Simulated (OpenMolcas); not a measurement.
**PH2 (SMILES [PH2]): a chain of runs**

We compute a series of 9 runs (ROHF/cc-pVTZ, CASSCF(7,6)/cc-pVTZ, CASPT2(7,6)/cc-pVTZ, CASPT2[IPEA 0](7,6)/cc-pVTZ, SC-NEVPT2(7,6)/cc-pVTZ, PC-NEVPT2(7,6)/cc-pVTZ, MC-PDFT[tPBE](7,6)/cc-pVTZ, MC-PDFT[ftPBE](7,6)/cc-pVTZ, and more) of PH2. 

Program for the calculation: OpenMolcas 26.06.

## Step 1: Starting point

PH2: 3 atoms, total charge 0, spin state doublet. As SMILES, `[PH2]`. The coordinates come from a PBE0-D4/def2-TZVP relaxation.

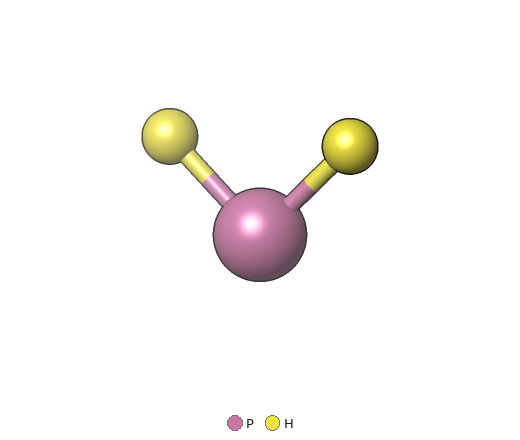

The structure, seen from a chosen angle (phosphorus pink, hydrogen yellow).

## Step 2: The energy at ROHF/cc-pVTZ (run 1)

step1.input reads:

```
* H2P Hartree-Fock

&gateway
 baslib=$CurrDir
 coord
 3
 angstrom
 P        0.525730      -0.309370       0.258210
 H        0.114640       1.051490       0.176750
 H       -0.640370      -0.742120      -0.434970
 basis=cc-pVTZ
 group=NoSym

&seward

&scf
 uhf
 spin=2
 prorbitals=1 1

&rasscf
 fileorb=$Project.UnaOrb
 spin=2
 nactel=1 0 0
 inactive=8
 ras2=1
 outorbitals=Canonical
 orblisting=Nothing
```

The basis set cc-pVTZ is read from a file made from the Basis Set Exchange's data (not shown).

Run with:

```bash
$ export MOLCAS_MEM=1860
$ pymolcas step1.input > step1.log
```

What it wrote, shortened:

```text
--- Start Module: gateway ---
[...]
--- Stop Module: gateway /rc=_RC_ALL_IS_WELL_ ---
[...]
      Basis functions           62
[...]
--- Start Module: scf ---
[...]
       Convergence after  11 Iterations
[...]
::    Total SCF energy                               -341.8868468217
[...]
      Total spin, S                                     0.5093258081
[...]
--- Stop Module: scf /rc=_RC_ALL_IS_WELL_ ---
[...]
--- Start Module: rasscf ---
[...]
      Number of active orbitals                  1
[...]
      Spin quantum number                      0.5
[...]
      Active orbitals                            1
[...]
      Number of CSFs                             1
[...]
      Number of root(s) required                 1
[...]
      Convergence after  7 iterations
[...]
      printout of CI-coefficients larger than  0.05 for root  1
      energy=    -341.881383
      conf/sym  1     Coeff  Weight
             1  u   1.00000 1.00000
      Natural orbitals and occupation numbers for root  1
      sym 1:   1.000000
      ************************************************************************************************************************
      *                                                    Final results                                                     *
[...]
::    RASSCF root number  1 Total energy:   -341.88138340
[...]
      Total electronic charge=   17.000000
      Total            charge=   -0.000000
[...]
      Dipole Moment (debye):
      Origin of the operator (angstrom)=    0.4775   -0.2810    0.2345
                   X= -5.1578E-01               Y=  3.0351E-01               Z= -2.5333E-01           Total=  6.4986E-01
      Quadrupole Moment (debye*angstrom):
[...]
--- Stop Module: rasscf /rc=_RC_ALL_IS_WELL_ ---
[...]
```

Run time: 5.1 s. Hardware: 1 thread of AMD EPYC 7R43 (Zen 3), shared host; peak memory 0.4 GiB.

## Step 3: The energy at CASSCF(7,6)/cc-pVTZ (run 2)

step2.input reads:

```
* H2P CASSCF

&GATEWAY
  BasLib=$CurrDir
  Coord
  3
  angstrom
  P        0.525730      -0.309370       0.258210
  H        0.114640       1.051490       0.176750
  H       -0.640370      -0.742120      -0.434970
  Basis=cc-pVTZ
  Group=NoSym

&SEWARD

&RASSCF
  FileOrb=$CurrDir/step1.RasOrb
  Spin=2
  Nactel=7 0 0
  Inactive=5
  Ras2=6
  OrbListing=Nothing
```

The basis set cc-pVTZ is read from a file made from the Basis Set Exchange's data (not shown).

Run with:

```bash
$ export MOLCAS_MEM=1860
$ pymolcas step2.input > step2.log
```

What it wrote, shortened:

```text
--- Start Module: gateway ---
[...]
--- Stop Module: gateway /rc=_RC_ALL_IS_WELL_ ---
--- Start Module: seward ---
[...]
      Basis functions           62
--- Stop Module: seward /rc=_RC_ALL_IS_WELL_ ---
[...]
--- Start Module: rasscf ---
[...]
      Number of active orbitals                  6
[...]
      Spin quantum number                      0.5
[...]
      Active orbitals                            6
[...]
      Number of CSFs                           210
[...]
      Number of root(s) required                 1
[...]
 ###    WARNING: Large orbital rotation.                                     ###
 ###############################################################################
      Molecular orbital  10 of symmetry 1 MO space 2  weight is    0.324459
[...]
      Convergence after 17 iterations
[...]
      printout of CI-coefficients larger than  0.05 for root  1
      energy=    -341.916636
      conf/sym  111111     Coeff  Weight
             1  222u00  -0.98413 0.96850
            32  220u20  -0.05000 0.00250
            37  220u02  -0.05430 0.00295
            44  2uduud  -0.08880 0.00789
            56  202u20  -0.05155 0.00266
            61  202u02  -0.07384 0.00545
      Natural orbitals and occupation numbers for root  1
      sym 1:   1.992760   1.971650   1.977152   1.000000   0.025644   0.032794
      ************************************************************************************************************************
      *                                                    Final results                                                     *
[...]
::    RASSCF root number  1 Total energy:   -341.91663606
[...]
      Total electronic charge=   17.000000
      Total            charge=   -0.000000
[...]
      Dipole Moment (debye):
      Origin of the operator (angstrom)=    0.4775   -0.2810    0.2345
                   X= -5.5621E-01               Y=  3.2730E-01               Z= -2.7318E-01           Total=  7.0080E-01
      Quadrupole Moment (debye*angstrom):
[...]
--- Stop Module: rasscf /rc=_RC_ALL_IS_WELL_ ---
[...]
```

Wall time 4.8 s (1 thread of AMD EPYC 7R43 (Zen 3), shared host); peak memory 0.4 GiB.

Runs 3 to 6 aren't shown in full; the table further down has their settings and results.

## Step 4: A single-point energy at MC-PDFT[tPBE](7,6)/cc-pVTZ (run 7)

step7.inp reads:

```
* H2P MC-PDFT

&GATEWAY
 BASLIB=$CurrDir
 COORD
 3
 angstrom
 P        0.525730      -0.309370       0.258210
 H        0.114640       1.051490       0.176750
 H       -0.640370      -0.742120      -0.434970
 BASIS=cc-pVTZ
 GROUP=NoSym

&SEWARD

&RASSCF
 FILEORB=$CurrDir/step2.RasOrb
 SPIN=2
 NACTEL=7 0 0
 INACTIVE=5
 RAS2=6
 ORBLISTING=Nothing

&MCPDFT
 KSDFT=T:PBE
```

The basis set cc-pVTZ is read from a file made from the Basis Set Exchange's data (not shown).

Run with:

```bash
$ export MOLCAS_MEM=1860
$ pymolcas step7.inp > step7.log
```

What it wrote, shortened:

```text
--- Start Module: gateway ---
[...]
--- Stop Module: gateway /rc=_RC_ALL_IS_WELL_ ---
[...]
      Basis functions           62
[...]
--- Start Module: rasscf ---
[...]
      Number of active orbitals                  6
[...]
      Spin quantum number                      0.5
[...]
      Active orbitals                            6
[...]
      Number of CSFs                           210
[...]
      Number of root(s) required                 1
[...]
      Convergence after  6 iterations
[...]
      printout of CI-coefficients larger than  0.05 for root  1
      energy=    -341.916636
      conf/sym  111111     Coeff  Weight
             1  222u00  -0.98413 0.96850
            32  220u20  -0.05000 0.00250
            37  220u02  -0.05430 0.00295
            44  2uduud  -0.08880 0.00788
            56  202u20  -0.05155 0.00266
            61  202u02  -0.07384 0.00545
      Natural orbitals and occupation numbers for root  1
      sym 1:   1.992761   1.971649   1.977152   1.000000   0.025644   0.032794
      ************************************************************************************************************************
      *                                                    Final results                                                     *
[...]
::    RASSCF root number  1 Total energy:   -341.91663606
[...]
      Total electronic charge=   17.000000
      Total            charge=   -0.000000
[...]
      Dipole Moment (debye):
      Origin of the operator (angstrom)=    0.4775   -0.2810    0.2345
                   X= -5.5620E-01               Y=  3.2730E-01               Z= -2.7318E-01           Total=  7.0079E-01
      Quadrupole Moment (debye*angstrom):
[...]
--- Stop Module: rasscf /rc=_RC_ALL_IS_WELL_ ---
[...]
--- Start Module: mcpdft ---
[...]
 ###    WARNING: Deprecation warning: KSDF should be replaced                ###
 ###    with FUNC keyword                                                    ###
 ###############################################################################
[...]
::    MCPDFT root number  1 Total energy:   -342.33949952
--- Stop Module: mcpdft /rc=_RC_ALL_IS_WELL_ ---
[...]
```

It took 4.2 s on 1 thread of AMD EPYC 7R43 (Zen 3), shared host; peak memory 0.4 GiB.

Run 8 isn't shown in full; the table further down has it.

## Step 5: The energy at MRCI(7,6)/cc-pVTZ (run 9)

step9.input reads:

```
&GATEWAY
  BasLib=$CurrDir
  Coord
  3
  angstrom
  P        0.525730      -0.309370       0.258210
  H        0.114640       1.051490       0.176750
  H       -0.640370      -0.742120      -0.434970
  Basis=cc-pVTZ
  Group=NoSym

&SEWARD

&RASSCF
  FileOrb=$CurrDir/step2.RasOrb
  Spin=2
  Nactel=7 0 0
  Inactive=5
  Ras2=6
  OrbListing=Nothing

&MOTRA
  LumOrb
  Frozen=5

&GUGA
  Electrons=7
  Spin=2
  Inactive=0
  Active=6
  CIAll=1

&MRCI
  SDCI
```

The basis set cc-pVTZ is read from a file made from the Basis Set Exchange's data (not shown).

Run with:

```bash
$ export MOLCAS_MEM=1860
$ pymolcas step9.input > step9.log
```

What it wrote, shortened:

```text
--- Start Module: gateway ---
[...]
--- Stop Module: gateway /rc=_RC_ALL_IS_WELL_ ---
[...]
      Basis functions           62
[...]
      Number of active orbitals                  6
[...]
      Spin quantum number                      0.5
[...]
      Active orbitals                            6
[...]
      Number of CSFs                           210
[...]
      Number of root(s) required                 1
[...]
      Convergence after  6 iterations
[...]
      printout of CI-coefficients larger than  0.05 for root  1
      energy=    -341.916636
      conf/sym  111111     Coeff  Weight
             1  222u00  -0.98413 0.96850
            32  220u20  -0.05000 0.00250
            37  220u02  -0.05430 0.00295
            44  2uduud  -0.08880 0.00788
            56  202u20  -0.05155 0.00266
            61  202u02  -0.07384 0.00545
      Natural orbitals and occupation numbers for root  1
      sym 1:   1.992761   1.971649   1.977152   1.000000   0.025644   0.032794
      ************************************************************************************************************************
      *                                                    Final results                                                     *
[...]
::    RASSCF root number  1 Total energy:   -341.91663606
[...]
      Dipole Moment (debye):
      Origin of the operator (angstrom)=    0.4775   -0.2810    0.2345
                   X= -5.5620E-01               Y=  3.2730E-01               Z= -2.7318E-01           Total=  7.0079E-01
      Quadrupole Moment (debye*angstrom):
[...]
      *** WARNING: Default frozen orbitals is overwritten by user input.
      *** Default values:   5
[...]
--- Start Module: guga ---
[...]
--- Stop Module: guga /rc=_RC_ALL_IS_WELL_ ---
--- Start Module: mrci ---
[...]
       (But an ACPF correction will be computed)
       USE THE DEFAULT ACPF G-VALUE GFAC=  0.28571428571428570
[...]
                      CI ENERGY:  -342.05088709
[...]
                ACPF CORRECTION:    -0.00664102
[...]
      Total electronic charge=   17.000000
      Total            charge=    0.000000
[...]
     ACPF CORRECTION:     -0.00664102
[...]
  CI State   1     Total energy:   -342.05088709     QDav:     -0.00948511     QACPF:     -0.00664102
[...]
--- Stop Module: mrci /rc=_RC_ALL_IS_WELL_ ---
[...]
```

Run time: 16 s. Hardware: 1 thread of AMD EPYC 7R43 (Zen 3), shared host; peak memory 0.4 GiB.

## Step 6: Overview of the runs

```csv
run,level,active rule,inactive,energy (Eh),dipole moment (D) of the reference,wall time
1,ROHF/cc-pVTZ,–,–,-341.881383,0.65,5.1 s
2,"CASSCF(7,6)/cc-pVTZ",full valence,5,-341.916636,0.70,4.8 s
3,"CASPT2(7,6)/cc-pVTZ",full valence,5,-342.033474,0.70,3.9 s
4,"CASPT2[IPEA 0](7,6)/cc-pVTZ",full valence,5,-342.037569,0.70,3.9 s
5,"SC-NEVPT2(7,6)/cc-pVTZ",full valence,5,-342.023839,0.70,4.2 s
6,"PC-NEVPT2(7,6)/cc-pVTZ",full valence,5,-342.025470,0.70,4.2 s
7,"MC-PDFT[tPBE](7,6)/cc-pVTZ",full valence,5,-342.339500,0.70,4.2 s
8,"MC-PDFT[ftPBE](7,6)/cc-pVTZ",full valence,5,-342.415769,0.70,4.2 s
9,"MRCI(7,6)/cc-pVTZ",full valence,5,-342.050887,0.70,16 s
```

## Step 7: Outcome

```
                                                quantity          value
                  run 9, MRCI(7,6)/cc-pVTZ: total energy  -342.05089 Eh
run 9, MRCI(7,6)/cc-pVTZ: dipole moment (CASSCF density)         0.70 D
```

Below the ROHF energy at the same shape and in the same basis (cc-pVTZ): CASSCF(7,6) -35.3 mEh; CASPT2(7,6) -152.1 mEh; CASPT2[IPEA 0](7,6) -156.2 mEh; SC-NEVPT2(7,6) -142.5 mEh; PC-NEVPT2(7,6) -144.1 mEh; MRCI(7,6) -169.5 mEh. Active-space methods hold only the correlation inside their space unless a perturbation or CI step follows. All runs together took 50 s, the longest 16 s.
